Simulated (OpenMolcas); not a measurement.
Relativistic diatomic calculation: OBe⁺ (part 2 of 2)

The same run, continued: OBe⁺. Method: SA-CASSCF(5,7)/XMS-CASPT2 + RASSI spin-orbit (X2C scalar, AMFI), ANO-RCC-VTZP (OpenMolcas).

Output (extracts), continued:
```
++ Dipole transition strengths (spin-free states):
     for osc. strength at least  1.00000000E-05
      From   To        Osc. strength     Einstein coefficients Ax, Ay, Az (sec-1)    Total A (sec-1)
         1    3       3.05291709E-05  0.00000000E+00  0.00000000E+00  3.63285288E+04  3.63285288E+04
         1    4       2.22331978E-02  0.00000000E+00  0.00000000E+00  2.64566427E+07  2.64566427E+07
         1    6       1.86740182E-03  0.00000000E+00  0.00000000E+00  4.12609471E+06  4.12609471E+06
         1    8       2.16654392E-02  0.00000000E+00  0.00000000E+00  6.08259281E+07  6.08259281E+07
         2    3       2.22331966E-02  0.00000000E+00  0.00000000E+00  2.64566375E+07  2.64566375E+07
         2    4       3.05291676E-05  0.00000000E+00  0.00000000E+00  3.63285198E+04  3.63285198E+04
         2    5       1.86739967E-03  0.00000000E+00  0.00000000E+00  4.12608949E+06  4.12608949E+06
         2    7       2.16654612E-02  0.00000000E+00  0.00000000E+00  6.08259819E+07  6.08259819E+07
         9   14       1.30039710E-03  9.65320898E+04  3.24172249E+03  0.00000000E+00  9.97738123E+04
         9   15       1.30039630E-03  3.24171747E+03  9.65320535E+04  0.00000000E+00  9.97737710E+04
         9   16       1.37765868E-01  7.23367498E+07  3.67201513E+05  0.00000000E+00  7.27039513E+07
         9   17       1.37765872E-01  3.67201510E+05  7.23367528E+07  0.00000000E+00  7.27039543E+07
        14   16       2.37810182E-04  0.00000000E+00  0.00000000E+00  4.80410912E+04  4.80410912E+04
        14   10       6.54100388E-02  9.73137585E+05  2.90642669E+07  0.00000000E+00  3.00374045E+07
        14   11       7.19652621E-02  3.23973015E+07  8.19998622E+06  0.00000000E+00  4.05972877E+07
        14   12       7.20541608E-02  8.23038812E+06  3.25174433E+07  0.00000000E+00  4.07478314E+07
        14   13       7.43009215E-02  4.68404426E+07  1.56836587E+06  0.00000000E+00  4.84088085E+07
        15   17       2.37810160E-04  0.00000000E+00  0.00000000E+00  4.80410818E+04  4.80410818E+04
        15   10       6.54107153E-02  2.90645489E+07  9.73163708E+05  0.00000000E+00  3.00377126E+07
        15   11       7.19648755E-02  8.19996691E+06  3.23970997E+07  0.00000000E+00  4.05970666E+07
        15   12       7.20536112E-02  3.25171565E+07  8.23036108E+06  0.00000000E+00  4.07475175E+07
        15   13       7.43011045E-02  1.56837588E+06  4.68405485E+07  0.00000000E+00  4.84089244E+07
         3    5       2.96755540E-05  0.00000000E+00  0.00000000E+00  4.64415692E+03  4.64415692E+03
         4    6       2.96755668E-05  0.00000000E+00  0.00000000E+00  4.64415903E+03  4.64415903E+03
        16   10       3.28623092E-04  8.56101109E+01  1.70268234E+04  0.00000000E+00  1.71124335E+04
        16   11       1.81858412E-05  1.16121803E+03  4.93246472E+02  0.00000000E+00  1.65446450E+03
        16   12       1.82420052E-05  4.97809201E+02  1.17198115E+03  0.00000000E+00  1.66979035E+03
        16   13       2.03438213E-04  2.59016726E+04  1.29556198E+02  0.00000000E+00  2.60312288E+04
        17   10       3.28624243E-04  1.70268799E+04  8.56127821E+01  0.00000000E+00  1.71124926E+04
        17   11       1.81856126E-05  4.93245438E+02  1.16119820E+03  0.00000000E+00  1.65444364E+03
        17   12       1.82412280E-05  1.17191319E+03  4.97805959E+02  0.00000000E+00  1.66971915E+03
        17   13       2.03438561E-04  1.29558189E+02  2.59017144E+04  0.00000000E+00  2.60312726E+04
         5    7       2.99460337E-03  0.00000000E+00  0.00000000E+00  1.07095984E+05  1.07095984E+05
         6    8       2.99460360E-03  0.00000000E+00  0.00000000E+00  1.07096021E+05  1.07096021E+05
 Electric-quadrupole - electric-quadrupole not included
 Electric-dipole - electric-octupole not included
 Electric-dipole - magnetic-quadrupole not included
   Eigenvalues of complex Hamiltonian:
  (Shifted by EMIN (a.u.) =        -89.4259309709)
 SO State       Relative EMIN(au)   Rel lowest level(eV)    D:o, cm**(-1)      Omega
     1            -0.0002558234        0.0000000000              0.0000         1.5
     2            -0.0002558234        0.0000000000              0.0000         1.5
     3             0.0002552368        0.0139066558            112.1647         0.5
     4             0.0002552368        0.0139066558            112.1647         0.5
     5             0.1330209314        3.6266452523          29250.8666         0.5
     6             0.1330209314        3.6266452523          29250.8666         0.5
     7             0.1330219020        3.6266716636          29251.0796         1.5
     8             0.1330219020        3.6266716636          29251.0796         1.5
     9             0.1815542038        4.9473028748          39902.6887         2.5
    10             0.1815542038        4.9473028748          39902.6887         2.5
    11             0.1817767701        4.9533592103          39951.5363         1.5
    12             0.1817767701        4.9533592103          39951.5363         1.5
    13             0.1820019287        4.9594860880          40000.9529         0.5
    14             0.1820019287        4.9594860880          40000.9529         0.5
    15             0.1822297120        4.9656843891          40050.9456         0.5
    16             0.1822297120        4.9656843891          40050.9456         0.5
    17             0.1922492785        5.2383306834          42249.9863         1.5
    18             0.1922492785        5.2383306834          42249.9863         1.5
    19             0.1926492066        5.2492132793          42337.7603         0.5
    20             0.1926492066        5.2492132793          42337.7603         0.5
    21             0.2611470107        7.1131334849          57371.2907         0.5
    22             0.2611470107        7.1131334849          57371.2907         0.5
    23             0.2611688775        7.1137285110          57376.0899         0.5
    24             0.2611688775        7.1137285110          57376.0899         0.5
    25             0.2611930429        7.1143860846          57381.3936         1.5
    26             0.2611930429        7.1143860846          57381.3936         1.5
    27             0.2612195035        7.1151061144          57387.2010         2.5
    28             0.2612195035        7.1151061144          57387.2010         2.5
    29             0.2622347060        7.1427311811          57610.0122         1.5
    30             0.2622347060        7.1427311811          57610.0122         1.5
    31             0.2622444778        7.1429970866          57612.1568         0.5
    32             0.2622444778        7.1429970866          57612.1568         0.5
    33             0.2955318176        8.0487917461          64917.8835         0.5
    34             0.2955318176        8.0487917461          64917.8835         0.5
    35             0.2956490558        8.0519819605          64943.6143         1.5
    36             0.2956490558        8.0519819605          64943.6143         1.5
    37             0.3014488080        8.2098012586          66216.5128         0.5
    38             0.3014488080        8.2098012586          66216.5128         0.5
    39             0.3014531434        8.2099192288          66217.4643         1.5
    40             0.3014531434        8.2099192288          66217.4643         1.5
    41             0.3141691161        8.5559384743          69008.2977         3.5
    42             0.3141691161        8.5559384743          69008.2977         3.5
    43             0.3143505419        8.5608753207          69048.1160         2.4
    44             0.3143505419        8.5608753207          69048.1160         2.4
    45             0.3146081822        8.5678860711          69104.6616         1.6
    46             0.3146081822        8.5678860711          69104.6616         1.6
    47             0.3147883769        8.5727894178          69144.2097         0.7
    48             0.3147883769        8.5727894178          69144.2097         0.7
    49             0.3242931567        8.8314276541          71230.2678         0.5
    50             0.3242931567        8.8314276541          71230.2678         0.5
    51             0.3242980500        8.8315608074          71231.3417         1.5
    52             0.3242980500        8.8315608074          71231.3417         1.5
 Weights of the five most important spin-orbit-free states for each spin-orbit state.
 SO State  Total energy (au)           Spin-free states, spin, and weights
    1        -0.000256       1 0.5  0.5000    2 0.5  0.5000    9 1.5  0.0000   13 1.5  0.0000   16 1.5  0.0000
    2        -0.000256       1 0.5  0.5000    2 0.5  0.5000    9 1.5  0.0000   13 1.5  0.0000   16 1.5  0.0000
    3         0.000255       2 0.5  0.5000    1 0.5  0.5000   11 1.5  0.0000   12 1.5  0.0000   17 1.5  0.0000
    4         0.000255       2 0.5  0.5000    1 0.5  0.5000   11 1.5  0.0000   12 1.5  0.0000   17 1.5  0.0000
    5         0.133021       9 1.5  0.9999   14 1.5  0.0000   15 1.5  0.0000    4 0.5  0.0000    3 0.5  0.0000
    6         0.133021       9 1.5  0.9999   14 1.5  0.0000   15 1.5  0.0000    4 0.5  0.0000    3 0.5  0.0000
    7         0.133022       9 1.5  1.0000   14 1.5  0.0000   15 1.5  0.0000    3 0.5  0.0000    4 0.5  0.0000
    8         0.133022       9 1.5  1.0000   14 1.5  0.0000   15 1.5  0.0000    3 0.5  0.0000    4 0.5  0.0000
    9         0.181554      14 1.5  0.5000   15 1.5  0.5000   17 1.5  0.0000   16 1.5  0.0000   11 1.5  0.0000
   10         0.181554      14 1.5  0.5000   15 1.5  0.5000   17 1.5  0.0000   16 1.5  0.0000   11 1.5  0.0000
   11         0.181777      14 1.5  0.4999   15 1.5  0.4998    4 0.5  0.0001    3 0.5  0.0001    9 1.5  0.0000
   12         0.181777      14 1.5  0.4999   15 1.5  0.4998    4 0.5  0.0001    3 0.5  0.0001    9 1.5  0.0000
   13         0.182002      15 1.5  0.4999   14 1.5  0.4998    3 0.5  0.0001    4 0.5  0.0001    9 1.5  0.0000
   14         0.182002      15 1.5  0.4999   14 1.5  0.4998    3 0.5  0.0001    4 0.5  0.0001    9 1.5  0.0000
   15         0.182230      15 1.5  0.5000   14 1.5  0.5000    9 1.5  0.0000   16 1.5  0.0000   17 1.5  0.0000
   16         0.182230      15 1.5  0.5000   14 1.5  0.5000    9 1.5  0.0000   16 1.5  0.0000   17 1.5  0.0000
   17         0.192249       4 0.5  0.4999    3 0.5  0.4999   15 1.5  0.0001   14 1.5  0.0001    9 1.5  0.0000
   18         0.192249       4 0.5  0.4999    3 0.5  0.4999   15 1.5  0.0001   14 1.5  0.0001    9 1.5  0.0000
   19         0.192649       3 0.5  0.4999    4 0.5  0.4999   15 1.5  0.0001   14 1.5  0.0001    6 0.5  0.0000
   20         0.192649       3 0.5  0.4999    4 0.5  0.4999   15 1.5  0.0001   14 1.5  0.0001    6 0.5  0.0000
   21         0.261147      16 1.5  0.5000   17 1.5  0.5000   10 1.5  0.0000   13 1.5  0.0000   15 1.5  0.0000
   22         0.261147      16 1.5  0.5000   17 1.5  0.5000   10 1.5  0.0000   13 1.5  0.0000   15 1.5  0.0000
   23         0.261169      16 1.5  0.4999   17 1.5  0.4999    6 0.5  0.0001    5 0.5  0.0001   10 1.5  0.0000
   24         0.261169      16 1.5  0.4999   17 1.5  0.4999    6 0.5  0.0001    5 0.5  0.0001   10 1.5  0.0000
   25         0.261193      17 1.5  0.4999   16 1.5  0.4999    5 0.5  0.0001    6 0.5  0.0001   10 1.5  0.0000
   26         0.261193      17 1.5  0.4999   16 1.5  0.4999    5 0.5  0.0001    6 0.5  0.0001   10 1.5  0.0000
   27         0.261220      17 1.5  0.5000   16 1.5  0.5000   11 1.5  0.0000   12 1.5  0.0000   14 1.5  0.0000
   28         0.261220      17 1.5  0.5000   16 1.5  0.5000   11 1.5  0.0000   12 1.5  0.0000   14 1.5  0.0000
   29         0.262235       5 0.5  0.5000    6 0.5  0.4999   17 1.5  0.0001   16 1.5  0.0001    9 1.5  0.0000
   30         0.262235       5 0.5  0.5000    6 0.5  0.4999   17 1.5  0.0001   16 1.5  0.0001    9 1.5  0.0000
   31         0.262244       6 0.5  0.5000    5 0.5  0.4999   16 1.5  0.0001   17 1.5  0.0001   14 1.5  0.0000
   32         0.262244       6 0.5  0.5000    5 0.5  0.4999   16 1.5  0.0001   17 1.5  0.0001   14 1.5  0.0000
   33         0.295532       7 0.5  0.4996    8 0.5  0.4995   10 1.5  0.0009   11 1.5  0.0000   12 1.5  0.0000
   34         0.295532       7 0.5  0.4996    8 0.5  0.4995   10 1.5  0.0009   11 1.5  0.0000   12 1.5  0.0000
   35         0.295649       8 0.5  0.4986    7 0.5  0.4986   10 1.5  0.0027   13 1.5  0.0000   16 1.5  0.0000
   36         0.295649       8 0.5
```

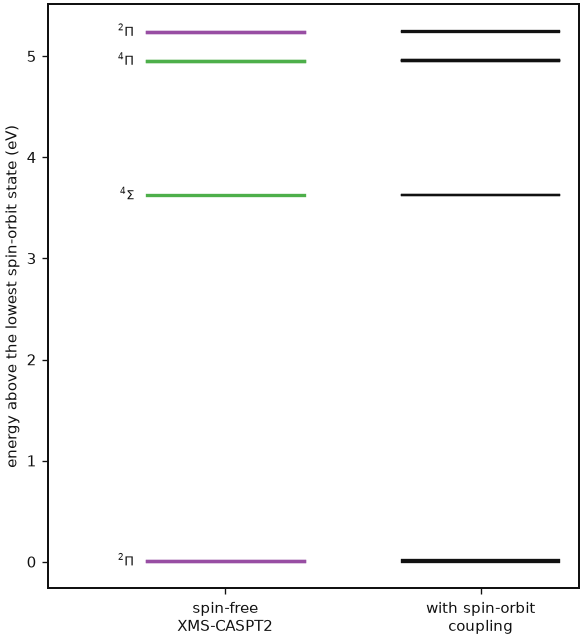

Fig. 1: States up to 5.7 eV at 1.412 Å, without spin-orbit coupling (left, a colour for each spin multiplicity) and with it (right, where close levels merge). The spin-free states run ²Π (0.00 eV), ⁴Σ (3.62 eV), ⁴Π (4.95 eV), ²Π (5.24 eV) from the lowest. The lowest spin-orbit levels have |Ω| = 3/2 (0 cm⁻¹), 1/2 (112 cm⁻¹), 1/2 (29,251 cm⁻¹), 3/2 (29,251 cm⁻¹), 5/2 (39,903 cm⁻¹).

Outcome of the run: converged; components of a degenerate state are split by 36 cm⁻¹.
